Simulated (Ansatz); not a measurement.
The starting structures come from a database of crystals and need not be the phases stable at ambient conditions.

 Where the default PAW files enter, the runs use the earlier of Ansatz's two default sets.

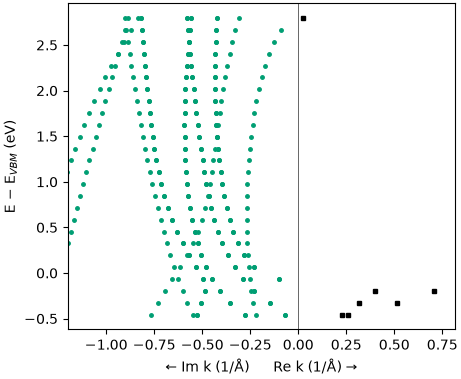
Fig. 1. Complex bands at the centre of the two-dimensional zone; r2SCAN (Ansatz, a first-principles code)

The gap is the functional's own. No spin-orbit coupling. Mid-gap values are interpolated on the energy grid.

**Question.** This is BiBrO (P4/nmm, not sure to be the ambient phase, 6 atoms a cell, 21.0 Å³ an atom) along the normal of (100). Read off the slowest decay at the centre of the two-dimensional zone at 1.24 eV, the computed energy nearest the middle of the gap.

**Answer.** κ ≈ 0.26 1/Å, a decay length 1/(2κ) of the density of 1.9 Å.
